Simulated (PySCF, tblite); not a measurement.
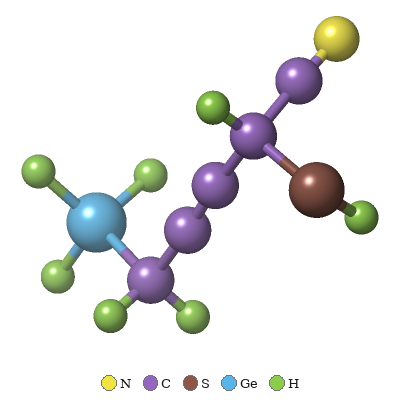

The molecule: C₅H₇GeNS, SMILES N#C[C@H](S)C#C[CH2][GeH3], singlet.

Vertical TDDFT excitations, CAM-B3LYP/def2-SVPD in PySCF, at a GFN2-xTB geometry (a minimum by its frequencies), gas phase.

Question: Predict the low-lying singlet excitations and the spectrum.

Answer: The lowest singlet lies at 5.02 eV (247 nm, f = 0.017); the brightest of the first 8 is S4 at 6.15 eV (202 nm), f = 0.112, mixed, the largest part being HOMO−1 → LUMO (49 %). No singlet lies below 3.1 eV (beyond 400 nm), so at this level no vertical transition falls in the visible.


| state | E (eV) | λ (nm) | f | main character |
| --- | --- | --- | --- | --- |
| S1 | 5.02 | 247 | 0.017 | HOMO → LUMO (66 %) |
| S2 | 5.99 | 207 | 0.062 | HOMO−2 → LUMO (29 %) |
| S3 | 6.06 | 205 | 0.057 | HOMO−2 → LUMO (46 %) |
| S4 | 6.15 | 202 | 0.112 | HOMO−1 → LUMO (49 %) |
| S5 | 6.32 | 196 | 0.020 | HOMO → LUMO+4 (31 %) |
| S6 | 6.77 | 183 | 0.011 | HOMO−1 → LUMO+1 (44 %) |
| S7 | 7.17 | 173 | 0.006 | HOMO → LUMO+4 (25 %) |
| S8 | 7.21 | 172 | 0.007 | HOMO → LUMO+3 (34 %) |

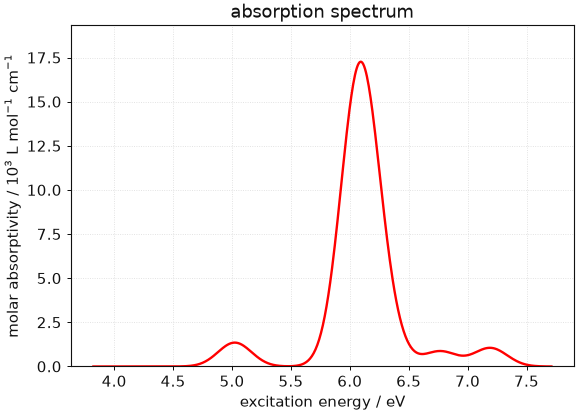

Only the first 8 singlet excitations are included; each is broadened by a Gaussian of 1/e half-width 0.20 eV.

Known limits of this run: the tight-binding geometry is rougher than a DFT one and adds to the error; core orbitals are frozen in the response.
